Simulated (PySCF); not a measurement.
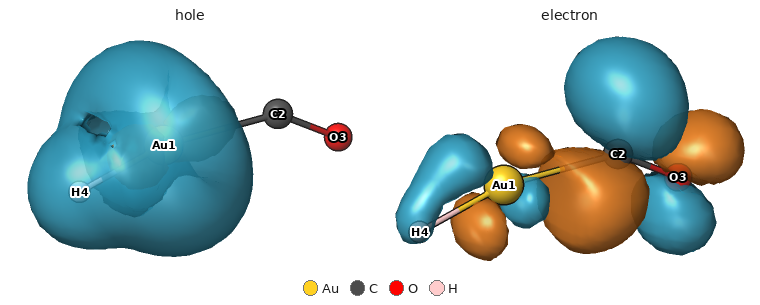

Figure 1: Au(CO)H (CHAuO). Leading natural transition orbital pair of S₂ (TDA singlet states); the surfaces enclose about 70 % of each orbital's density.

Computed with PySCF, B3LYP/def2-SVPD, geometry: GFN2-xTB. Core potentials replace the inner electrons of Au; spin–orbit coupling isn't included. This is a single-reference result, which may miss multireference character in this system. No frequency check shows the geometry to be a minimum. GFN2-xTB bond lengths at metals and heavier atoms can be off by up to 0.1 Å and shapes distorted, which carries into these values.

Give its energy, strength and character.

Answer. 4.52 eV (274 nm), f = 0.051, metal-to-ligand charge transfer; the leading pair carries 98 %; hole on Au1 (83 %) and H4 (14 %), electron on C2 (46 %), O3 (26 %) and Au1 (24 %); their centroids lie 1.9 Å apart; S₁ lies within 0.1 eV of it. In canonical orbitals it is mainly HOMO → LUMO+1 (95 %). The HOMO–LUMO gap is 5.44 eV.
